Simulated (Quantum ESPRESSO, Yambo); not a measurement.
# BN (Qingsongite): G0W0 on several meshes in Yambo, part 2 of 2

Wanted: mesh dependence and cost of G0W0 for BN (Qingsongite).

Quantum ESPRESSO 7.5 and Yambo 5.3.0; PBE and many-body steps on it, plane waves. Known limits of the many-body steps: not at the basis limit; coarse k mesh.

So far. Step 5 (Empty states on the mesh, 8×8×8 mesh, 39 bands): On this mesh the gap is 4.535 eV. Step 7 (8×8×8): Against G0W0 in Yambo (4×4×4 mesh, 39 bands, screening to 210.9 eV, Godby-Needs plasmon pole), the gap moves by +0.047 eV.

## Step 8: Empty states on the mesh, 10×10×10 mesh, 39 bands

This step: Quantum ESPRESSO 7.5; DFT, PBE, plane waves, norm-conserving pseudopotentials.

File pw.in:

```
&control
  calculation = 'nscf'
  prefix = 'x'
  outdir = 'o'
  pseudo_dir = 'pseudo'
/
&system
  ibrav = 0
  nat = 2
  ntyp = 2
  ecutwfc = 72.0
  nbnd = 39
  force_symmorphic = .true.
/
&electrons
  conv_thr = 1e-9
  electron_maxstep = 80
  diago_full_acc = .true.
  diago_thr_init = 5e-6
/
ATOMIC_SPECIES
  B 10.81 B.upf
  N 14.007 N.upf
CELL_PARAMETERS angstrom
  -0.0000000000 1.8075000000 1.8075000000
  1.8075000000 0.0000000000 1.8075000000
  1.8075000000 1.8075000000 -0.0000000000
ATOMIC_POSITIONS crystal
  B 0.0000000000 0.0000000000 0.0000000000
  N 0.2500000000 0.2500000000 0.2500000000
K_POINTS automatic
  10 10 10 0 0 0
```

Started as:

```
$ OMP_NUM_THREADS=1 mpirun -n 8 pw.x -nk 4 -in pw.in > pw.out
```

The program printed:

```text
[banner, memory and clock lines left out]
Program PWSCF v.7.5 starts

     Atomic positions and unit cell read from directory:
     o/x.save/

     Message from routine setup:
     using ibrav=0 with symmetry is DISCOURAGED, use correct ibrav instead

     bravais-lattice index     =            0
     lattice parameter (alat)  =       4.8305  a.u.
     unit-cell volume          =      79.7006 (a.u.)^3
     number of atoms/cell      =            2
     number of atomic types    =            2
     number of electrons       =         8.00
[...]
k = 0.0707 0.0707-0.0707 (   845 PWs)   bands (ev):

[...]
109.6499 110.4485 110.4485 111.6840 111.6840 114.6691 116.3565

          k = 0.1414 0.1414-0.1414 (   827 PWs)   bands (ev):

[...]
56.0405  56.0678  71.7963  71.7963  81.9642  82.2230  82.2230  86.9470
    87.2613  87.2613  87.4393  93.5765  98.0002  98.0002 101.8194 101.8194
   105.9608 105.9608 106.5337 108.9469 109.1897 109.1897 110.5858

          k = 0.2121 0.2121-0.2121 (   827 PWs)   bands (ev):

     [... further k-points ...]

     highest occupied, lowest unoccupied level (ev):    11.1555   15.6904

     XML data file, pseudopotentials, collected wavefunctions
```

The job ended after 2.4 s (8 MPI ranks of Arm Neoverse V1, shared host; peak memory 0.32 GiB).

This step gave:

```
gap                                                           : 4.535 eV
k of the valence top                                          : 0, 0, 0
k of the conduction bottom                                    : 0, -0.5, -0.5
least direct gap                                              : 8.878 eV
k points computed                                             : 47
lowest point of the top converged band, above the valence top : 98.9299 eV
```

On this mesh the gap is 4.535 eV.

## Step 9: Conversion and set-up

This step: Yambo 5.3.0; conversion and set-up on PBE, plane waves, norm-conserving pseudopotentials.

Started as:

```
$ (cd o/x.save; p2y > p2y.log; mv SAVE ../..); yambo > setup.log
```

The program printed:

```text
 Yambo, version 5.3.0

 [02] CORE Variables Setup
 =========================

  [02.01] Unit cells
  ==================

  Cell kind             :  FCC
  Atoms in the cell     :  B  N
  number of B  atoms    :  1
  number of N  atoms    :  1

  List of atomic masses
  Mass of B     :  10.81000
  Mass of N     :  14.00700

  List of atomic coordinates    : [cc]
  B1       :  0.000000  0.000000  0.000000  order 1
  N1       :  1.707840  1.707840  1.707840  order 2

  Alat factors          :  3.415680  3.415680  3.415680 [a.u.]
  Direct lattice volume :  79.70059 [a.u.]
[...]
Q [ 1]         [rlu]:  0.000000  0.000000  0.000000
 Q [ 2]         [rlu]: -0.95704E-17 -0.95704E-17  0.10000
 Q [ 3]         [rlu]: -0.16719E-16 -0.16719E-16  0.20000
[...]
Q [ 8]         [rlu]: -0.10781E-16  0.10000      0.20000
 Q [ 9]         [rlu]: -0.16307E-17  0.10000      0.30000
 Q [10]         [rlu]:  0.86048E-18  0.10000      0.40000
     [... 35 further rows ...]
 Q [46]         [rlu]:  0.200000  0.400000 -0.300000
 Q [47]         [rlu]:  0.200000 -0.500000 -0.300000

  [03.01] X indexes
  =================

   [03.01.01] Sigma indexes
   ========================

 [06] Game Over & Game summary
```

The job ended after 2.3 s (1 MPI rank; peak memory 0.24 GiB).

## Step 10: 10×10×10

This step: G0W0 on PBE, plane waves, norm-conserving pseudopotentials.

File gw15.in:

```
HF_and_locXC
gw0
dyson
ppa
em1d
rim_cut
RandQpts= 1000000
RandGvec= 1 RL
EXXRLvcs= 72 Ry
VXCRLvcs= 288 Ry
Chimod= "HARTREE"
% BndsRnXp
 1 | 39 |
%
NGsBlkXp= 15.5 Ry
% LongDrXp
 1 | 1 | 1 |
%
% GbndRnge
 1 | 39 |
%
DysSolver= "n"
ExtendOut
PPAPntXp= 27.21138 eV
% QPkrange
 1 | 1 | 3 | 6 |
 31 | 31 | 3 | 6 |
%
```

Started as:

```
$ OMP_NUM_THREADS=1 mpirun -n 8 yambo -F gw15.in -J gw15 -C gw15 > gw15.log
```

The program printed:

```text
 Yambo, version 5.3.0

 [02] CORE Variables Setup
 =========================

  [... cell, symmetries and grids as in the set-up ...]

  [02.05] Energies & Occupations
  ==============================

  [X] === General ===
  [X] Electronic Temperature                        :  0.000000  0.000000 [eV K]
  [X] Bosonic    Temperature                        :  0.000000  0.000000 [eV K]
  [X] Finite Temperature mode                       : no
  [X] El. density                                   :  0.67737E+24 [cm-3]
[...]
QP @ state[ 1 ] b range                          :   3   6
   QP @ state[ 2 ] K range                          :  31  31
   QP @ state[ 2 ] b range                          :   3   6
   GF energies kind                                 : Perdew, Burke & Ernzerhof(X)+Perdew, Burke & Ernzerhof(C)
   GF WF`s kind                                     : Perdew, Burke & Ernzerhof(X)+Perdew, Burke & Ernzerhof(C)
   Xs energies kind                                 : Perdew, Burke & Ernzerhof(X)+Perdew, Burke & Ernzerhof(C)
   Xs WF`s kind                                     : Perdew, Burke & Ernzerhof(X)+Perdew, Burke & Ernzerhof(C)

 [11] Game Over & Game summary
```

It took 79 s on 8 MPI ranks; peak memory 2.6 GiB; 10 min of CPU time.

Numbers from this step:

```
G0W0 gap on the points computed              : 5.922 eV
starting gap on the mesh                     : 4.535 eV
k of the valence top                         : 0, 0, 0
k of the conduction bottom                   : 0, -0.5, -0.5
least direct G0W0 gap on the computed points : 10.88 eV
```

Against G0W0 in Yambo (4×4×4 mesh, 39 bands, screening to 210.9 eV, Godby-Needs plasmon pole), the gap moves by +0.047 eV.

## Step 11: Side by side

Times are wall times on 8 MPI ranks of Arm Neoverse V1, shared host, good to a factor of about two.

| run | mesh | bands | screening cutoff (eV) | DFT gap (eV) | gap on the mesh (eV) | direct (eV) | time |
| --- | --- | --- | --- | --- | --- | --- | --- |
| 4×4×4 | 4×4×4 | 39 | 210.9 | 4.535 | 5.875 | 10.840 | 4.4 s |
| 8×8×8 | 8×8×8 | 39 | 210.9 | 4.535 | 5.922 | 10.881 | 28 s |
| 10×10×10 | 10×10×10 | 39 | 210.9 | 4.535 | 5.922 | 10.881 | 79 s |

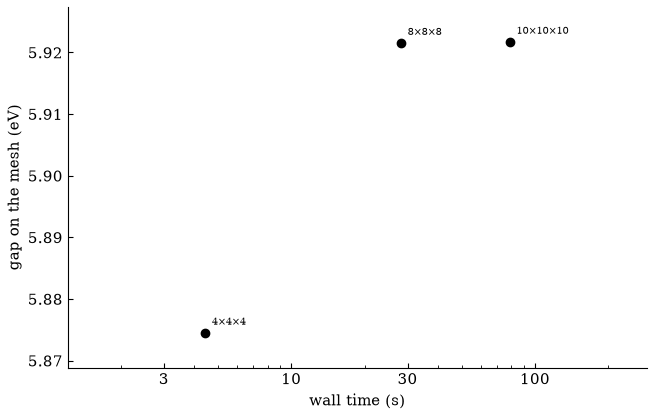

Result against wall time.

## Step 12: Results

| Quantity | Value |
| --- | --- |
| 4×4×4 | 5.875 eV |
| 8×8×8 | 5.922 eV |
| 10×10×10 | 5.922 eV |
| known limits | not at the basis limit; coarse k mesh |

**Reading.** 8×8×8: +0.047 eV against 4×4×4. 10×10×10: +0.047 eV against 4×4×4. Bands and cutoff are finite, so the gap is not at the basis limit. The miss can reach some tenths of an eV and take either sign; the mesh is an error of its own. In the G0W0 runs levels were corrected at 2 k points alone, so a gap called «on the mesh» is the least over those, and an edge elsewhere would be missed. The 4×4×4 mesh is coarse for this cell, which bears on the long-range parts of exchange and screening.

[Paths, hosts, dates, memory and timing lines, banners, echoed tables and standing remarks are left out of the program output.]

[Logs are printed without paths, hosts, clocks, repeated set-up lines and the standing remarks that a program may print on its own settings, such as how far it seeks lower states.]

[Runs of the session that timed out or met a known fault of the program may be left out.]

[Hosts, paths, dates, database ids (printed as entryN), source tags and the programs' standing remarks are cut or masked in the printed files.]
